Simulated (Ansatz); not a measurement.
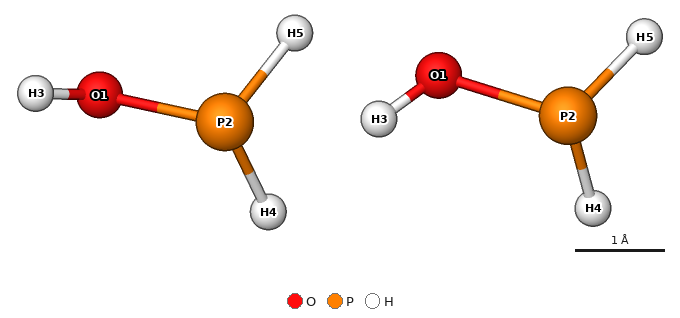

Two geometries of PH3O, drawn at one scale. One is the start of a relaxation, the other its converged end. Style: ball-and-stick. Shown at a tilt.

Theory: RHF/def2-TZVP in Ansatz. Set-up: no spin polarisation; force threshold 0.015 eV/Å; at most 40 steps.

**Which one is relaxed?**

The left one is the relaxed one. The run prepares an end point of a later path (inversion) calculation, from a guessed geometry. H3 moves most after the best rigid fit: 0.32 Å. By element the largest moves are H 0.32 Å, O 0.25 Å, P 0.08 Å. Near-neighbour distances that change, for instance: P2–H4 1.340 → 1.406 Å, O1–P2 1.662 → 1.628 Å, O1–H3 0.914 → 0.941 Å. Bond angles that change, for instance: P2–O1–H3 110.2° → 112.2°. Groups turn about O1–P2 by about 45°. Over 5 accepted moves (7 points after the start) the energy falls by 0.182 eV. Largest force component: 2.3 eV/Å at the start, 0.0099 eV/Å at the end. The line search rejected the trial steps at points 3, 6 of the run. The run took 12 s on 1 thread of Intel(R) Xeon(R) Processor @ 2.50GHz (Skylake/Cascade Lake), on a shared host, peak memory 0.13 GiB.
